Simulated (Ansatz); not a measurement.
CH4AlO (charge −1)

```yaml
atoms:
  - { symbol: C, position_ang: [-0.6775, 0.5657, -0.1805] }
  - { symbol: Al, position_ang: [0.7802, -0.7327, 0.3114] }
  - { symbol: O, position_ang: [0.8351, -1.7406, 1.6075] }
  - { symbol: H, position_ang: [-0.2906, 1.6035, -0.1981] }
  - { symbol: H, position_ang: [-1.5373, 0.5409, 0.5122] }
  - { symbol: H, position_ang: [-1.0594, 0.3674, -1.2011] }
  - { symbol: H, position_ang: [1.9496, -0.6041, -0.8515] }
```

Method: RKS PBE0-D4/def2-SVP (Ansatz 0.2.0).

> What will maps of the electron density and electron localisation function show?

Al–O (1.64 Å): the density is about 0.99 e/Å³ at the midpoint; the ELF peaks at about 0.85 in the valence shell of O, 0.6 Å from its nucleus, and is about 0.40 at the midpoint.
C–Al (2.01 Å): ρ at the midpoint is about 0.65 e/Å³; the ELF peaks at about 0.95 between the atoms (a shared but strongly polarised pair).
C–H (1.10 Å): the density is about 1.8 e/Å³ at the midpoint; the ELF climbs to about 1 towards the hydrogen, as it does in any bond to H (a covalent bond by its length).
Al–H (1.65 Å): the density is about 0.45 e/Å³ at the midpoint; the ELF climbs to about 1 towards the hydrogen.

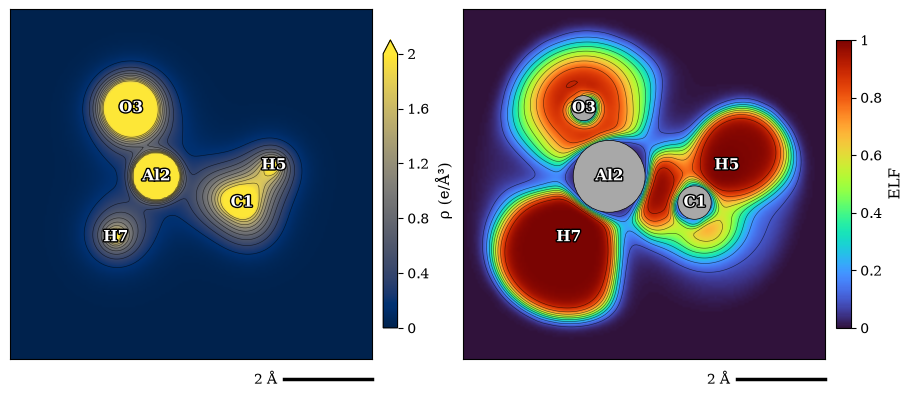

Computed electron density and electron localisation function on the plane of atoms O3, Al2 and H7, in this order. Grey discs cover the atomic cores in the ELF map. 
